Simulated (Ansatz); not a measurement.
**CH4SiZn: molecular dynamics (part 1 of 2)**

CH4SiZn, computed with RKS r2SCAN/6-31G* (Ansatz 0.2.0).

The geometry comes from this level: PBE0-D4/def2-TZVP. Figures and captions count atoms from 1; the log counts them from 0 in places.

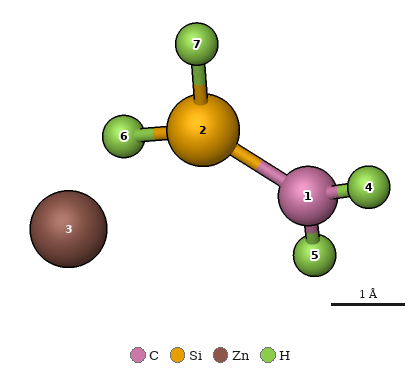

Fig. 1: The input geometry (ball-and-stick view, seen at a tilt; atoms are numbered from 1 in the order of the input). Sticks mark near contacts.

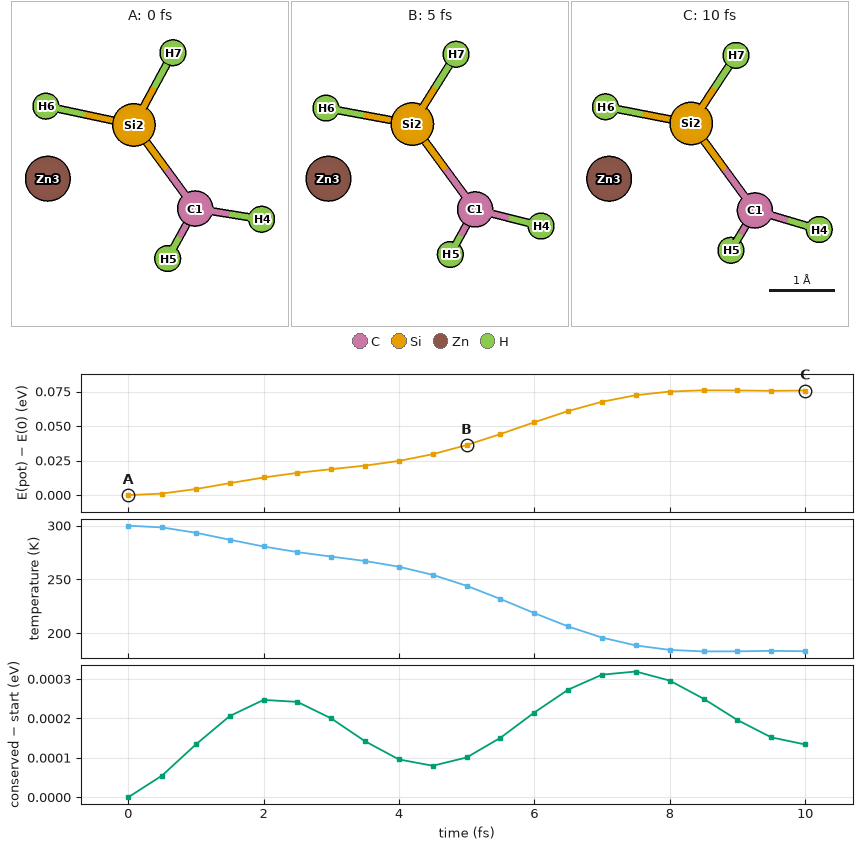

Fig. 2: Frames of the molecular dynamics (ball-and-stick, seen at a tilt) above the curves, on which the letters mark them. The trajectory kept here has 21 frames over 10 fs. The temperature starts at 300 K, ranges from 183 to 300 K and averages 200 K over the second half. The potential energy ends 0.076 eV above its first value. The conserved quantity stays within 0.00032 eV. After an unweighted best fit of the last frame on the first, the root-mean-square displacement is 0.11 Å.

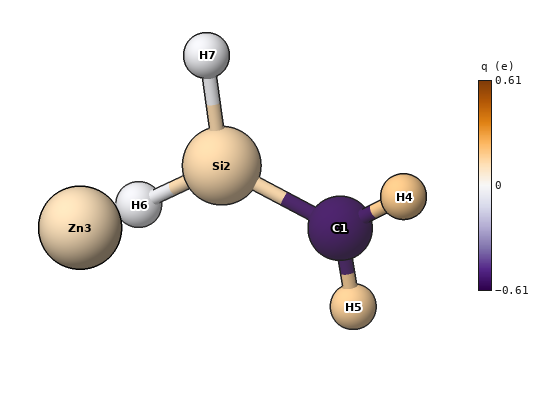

Fig. 3: Mulliken charges, as the colour of each atom (ball-and-stick view, seen at a tilt; atoms are numbered from 1 in the order of the input). By element: C −0.58, Si +0.15, Zn +0.11 and H −0.03 to +0.20 e.

The input and output of the run follow.

### The input
```yaml
crystal:
  periodic: [false, false, false]
  atoms:
    - {symbol: C, position_ang: [-0.974669, 0.142961, -0.736201]}
    - {symbol: Si, position_ang: [0.377472, 0.436924, 0.265656]}
    - {symbol: Zn, position_ang: [1.564513, -2.146272, 1.149775]}
    - {symbol: H, position_ang: [-0.875765, -0.017905, -1.803463]}
    - {symbol: H, position_ang: [-1.966585, -0.014574, -0.328509]}
    - {symbol: H, position_ang: [0.228139, 0.766978, 1.700708]}
    - {symbol: H, position_ang: [1.708194, 0.763987, -0.293666]}
basis:
  gaussian: {orbitals: "6-31G*"}
hamiltonian: {xc: {name: r2SCAN}}
md: {timestep: 0.5 fs, n_steps: 20, ensemble: nvt_nose_hoover, temperature: 300, initial_velocities: maxwell_boltzmann, seed: 965}
```

Launch command:
```bash
ansatz run in.yaml --threads 2 --pin off --events-out ev --progress --plain --max-ram 4352MiB
```

### The program's output
```
Functional definition: r2SCAN
  name "r2SCAN"
  cite "Furness, Kaplan, Ning, Perdew & Sun, J. Phys. Chem. Lett. 11, 8208 (2020) doi:10.1021/acs.jpclett.0c02405"
  cite "Furness, Kaplan, Ning, Perdew & Sun, J. Phys. Chem. Lett. 11, 9248 (2020) doi:10.1021/acs.jpclett.0c03077"
  parent r2scan
  parameter k0 = 0.174
  parameter k1 = 0.065
  parameter a1 = 4.9479
  exchange = r2scan_x(k0 = k0, k1 = k1, a1 = a1)
  correlation = r2scan_c
931 factors; their error is unknown
mean field evaluation 1: about -57373.6021 eV, gradient 6.2e1 eV
mean field evaluation 2: about -57168.2128 eV, gradient 1.5e2 eV
mean field evaluation 4: about -57384.2917 eV, gradient 1.6e1 eV
mean field evaluation 8: about -57385.5189 eV, gradient 1.8e-1 eV
mean field evaluation 16: about -57385.4635 eV, gradient 6.0e-4 eV
mean field -57385.46350907 eV, -2108.8768866942 hartree, gradient 4.3e-5 eV, S^2 0.000000; 0 other end points of the search recorded, 0 dependent functions left out
the calculation of the forces begins
reference -57385.46352054 eV, -2108.8768871157 hartree; 27, 27 occupied and 51, 51 virtual orbitals, 931 factors
md step     0: t =     0.00 fs  T =   300.0 K  F+E_penalty+E_count = -57385.46350907 eV  E_kin = 0.193890 eV  conserved = -57385.26961907 eV  (29 SCF iters)
these checks for a lower state are left out or cut short: starts, cluster_reference, orbital_swaps, neighbouring_geometries, increment
931 factors; their error is unknown
mean field -57385.46239319 eV, -2108.8768456865 hartree, gradient 7.4e-6 eV, S^2 0.000000; 0 other end points of the search recorded, 0 dependent functions left out
[... from here on the field's lines of each further geometry are left out, up to the last ...]
md step     1: t =     0.50 fs  T =   298.4 K  F+E_penalty+E_count = -57385.46239319 eV  E_kin = 0.192830 eV  conserved = -57385.26956360 eV  (31 SCF iters)
md step     2: t =     1.00 fs  T =   293.4 K  F+E_penalty+E_count = -57385.45911746 eV  E_kin = 0.189632 eV  conserved = -57385.26948523 eV  (31 SCF iters)
md step     3: t =     1.50 fs  T =   287.0 K  F+E_penalty+E_count = -57385.45486882 eV  E_kin = 0.185457 eV  conserved = -57385.26941252 eV  (31 SCF iters)
md step     4: t =     2.00 fs  T =   280.6 K  F+E_penalty+E_count = -57385.45075419 eV  E_kin = 0.181383 eV  conserved = -57385.26937216 eV  (31 SCF iters)
md step     5: t =     2.50 fs  T =   275.4 K  F+E_penalty+E_count = -57385.44739465 eV  E_kin = 0.178020 eV  conserved = -57385.26937658 eV  (31 SCF iters)
md step     6: t =     3.00 fs  T =   271.3 K  F+E_penalty+E_count = -57385.44473395 eV  E_kin = 0.175319 eV  conserved = -57385.26941879 eV  (31 SCF iters)
md step     7: t =     3.50 fs  T =   267.2 K  F+E_penalty+E_count = -57385.44214199 eV  E_kin = 0.172672 eV  conserved = -57385.26947655 eV  (31 SCF iters)
md step     8: t =     4.00 fs  T =   261.9 K  F+E_penalty+E_count = -57385.43875191 eV  E_kin = 0.169239 eV  conserved = -57385.26952300 eV  (31 SCF iters)
md step     9: t =     4.50 fs  T =   254.3 K  F+E_penalty+E_count = -57385.43386771 eV  E_kin = 0.164344 eV  conserved = -57385.26953886 eV  (31 SCF iters)
md step    10: t =     5.00 fs  T =   244.1 K  F+E_penalty+E_count = -57385.42726552 eV  E_kin = 0.157768 eV  conserved = -57385.26951801 eV  (31 SCF iters)
md step    11: t =     5.50 fs  T =   231.9 K  F+E_penalty+E_count = -57385.41929075 eV  E_kin = 0.149851 eV  conserved = -57385.26946785 eV  (31 SCF iters)
md step    12: t =     6.00 fs  T =   218.8 K  F+E_penalty+E_count = -57385.41074702 eV  E_kin = 0.141379 eV  conserved = -57385.26940433 eV  (32 SCF iters)
md step    13: t =     6.50 fs  T =   206.3 K  F+E_penalty+E_count = -57385.40264743 eV  E_kin = 0.133347 eV  conserved = -57385.26934621 eV  (31 SCF iters)
md step    14: t =     7.00 fs  T =   196.0 K  F+E_penalty+E_count = -57385.39592216 eV  E_kin = 0.126670 eV  conserved = -57385.26930849 eV  (32 SCF iters)
md step    15: t =     7.50 fs  T =   188.7 K  F+E_penalty+E_count = -57385.39117256 eV  E_kin = 0.121941 eV  conserved = -57385.26930045 eV  (32 SCF iters)
md step    16: t =     8.00 fs  T =   184.6 K  F+E_penalty+E_count = -57385.38852572 eV  E_kin = 0.119286 eV  conserved = -57385.26932327 eV  (33 SCF iters)
md step    17: t =     8.50 fs  T =   183.1 K  F+E_penalty+E_count = -57385.38762163 eV  E_kin = 0.118353 eV  conserved = -57385.26936911 eV  (32 SCF iters)
md step    18: t =     9.00 fs  T =   183.2 K  F+E_penalty+E_count = -57385.38773720 eV  E_kin = 0.118433 eV  conserved = -57385.26942323 eV  (31 SCF iters)
md step    19: t =     9.50 fs  T =   183.7 K  F+E_penalty+E_count = -57385.38802085 eV  E_kin = 0.118694 eV  conserved = -57385.26946746 eV  (32 SCF iters)
the calculation of the forces begins
reference -57385.38779468 eV, -2108.8741042416 hartree; 27, 27 occupied and 51, 51 virtual orbitals, 931 factors
931 factors; their error is unknown
mean field evaluation 192: about -57385.4437 eV, gradient 1.5e-1 eV
mean field -57385.38778321 eV, -2108.8741038202 hartree, gradient 8.5e-6 eV, S^2 0.000000; 1 other end points of the search recorded, 0 dependent functions left out
the calculation of the forces begins
reference -57385.38779468 eV, -2108.8741042416 hartree; 27, 27 occupied and 51, 51 virtual orbitals, 931 factors
md step    20: t =    10.00 fs  T =   183.3 K  F+E_penalty+E_count = -57385.38778321 eV  E_kin = 0.118463 eV  conserved = -57385.26948474 eV  (32 SCF iters)
Total energy: -57385.38779468 eV, -2108.8741042416 hartree
Atom 0 at    -0.955448     0.069701    -0.742561 Å, force     0.180875     0.593193     0.585161 eV/Å
Atom 1 at     0.405749     0.430347     0.301204 Å, force    -0.799636    -0.719104    -0.564448 eV/Å
Atom 2 at     1.551292    -2.130431     1.136542 Å, force    -0.104847     0.211962    -0.031858 eV/Å
Atom 3 at    -0.932311    -0.211081    -1.794220 Å, force     0.265739     0.033114     0.062151 eV/Å
Atom 4 at    -1.965870     0.166022    -0.342003 Å, force     0.024023    -0.290933     0.075428 eV/Å
Atom 5 at     0.137837     0.854380     1.715959 Å, force     0.216362     0.078185    -0.367013 eV/Å
Atom 6 at     1.694967     0.717880    -0.360987 Å, force     0.217484     0.093583     0.240578 eV/Å
Dipole moment:     0.046514    -0.060440     0.047465 e Å
```

### Trajectory as extended XYZ (Å, eV, eV/Å), 21 frames, from step=0 to step=20
```
7
Properties=species:S:1:pos:R:3:forces:R:3 step=0 time_fs=0.0 energy=-57385.46351 temperature=300.0
C    -0.9747    0.1430   -0.7362   -0.1914   0.0278  -0.1366
Si    0.3775    0.4369    0.2657    0.4497  -0.3220   0.3324
Zn    1.5645   -2.1463    1.1498   -0.1044   0.1852  -0.0776
H    -0.8758   -0.0179   -1.8035   -0.0122  -0.0312  -0.1458
H    -1.9666   -0.0146   -0.3285   -0.1424  -0.0313   0.0278
H     0.2281    0.7670    1.7007   -0.0302   0.0859   0.0415
H     1.7082    0.7640   -0.2937    0.0309   0.0856  -0.0416
7
Properties=species:S:1:pos:R:3:forces:R:3 step=1 time_fs=0.5 energy=-57385.46239 temperature=298.4
C    -0.9735    0.1388   -0.7368   -0.0277   0.0983  -0.0366
Si    0.3788    0.4370    0.2678    0.4039  -0.3614   0.1627
Zn    1.5639   -2.1455    1.1491   -0.1036   0.1847  -0.0753
H    -0.8834   -0.0276   -1.8002    0.0427  -0.0442  -0.2768
H    -1.9641   -0.0023   -0.3329   -0.3044  -0.0673   0.1264
H     0.2226    0.7673    1.6983   -0.0223   0.1118   0.1029
H     1.7083    0.7604   -0.3010    0.0114   0.0781  -0.0034
7
Properties=species:S:1:pos:R:3:forces:R:3 step=2 time_fs=1.0 energy=-57385.45912 temperature=293.4
C    -0.9723    0.1347   -0.7373    0.1101   0.1590   0.0523
Si    0.3802    0.4371    0.2699    0.3597  -0.4004  -0.0026
Zn    1.5633   -2.1448    1.1485   -0.1028   0.1845  -0.0731
H    -0.8909   -0.0375   -1.7975    0.0932  -0.0557  -0.3827
H    -1.9623    0.0099   -0.3370   -0.4362  -0.0944   0.2113
H     0.2170    0.7680    1.6960   -0.0146   0.1365   0.1593
H     1.7084    0.7571   -0.3083   -0.0094   0.0704   0.0355
7
Properties=species:S:1:pos:R:3:forces:R:3 step=3 time_fs=1.5 energy=-57385.45487 temperature=287.0
C    -0.9712    0.1306   -0.7379    0.2057   0.2068   0.1242
Si    0.3816    0.4371    0.2720    0.3166  -0.4380  -0.1585
Zn    1.5626   -2.1441    1.1478   -0.1022   0.1846  -0.0709
H    -0.8982   -0.0474   -1.7958    0.1379  -0.0633  -0.4516
H    -1.9616    0.0218   -0.3405   -0.5213  -0.1123   0.2751
H     0.2114    0.7689    1.6942   -0.0067   0.1593   0.2073
H     1.7085    0.7539   -0.3155   -0.0299   0.0629   0.0744
7
Properties=species:S:1:pos:R:3:forces:R:3 step=4 time_fs=2.0 energy=-57385.45075 temperature=280.6
C    -0.9699    0.1265   -0.7384    0.2471   0.2407   0.1750
Si    0.3830    0.4371    0.2742    0.2738  -0.4734  -0.3002
Zn    1.5620   -2.1433    1.1472   -0.1016   0.1848  -0.0688
H    -0.9052   -0.0575   -1.7952    0.1760  -0.0650  -0.4752
H    -1.9621    0.0334   -0.3434   -0.5481  -0.1222   0.3126
H     0.2058    0.7703    1.6929    0.0016   0.1792   0.2441
H     1.7085    0.7508   -0.3226   -0.0488   0.0559   0.1124
```
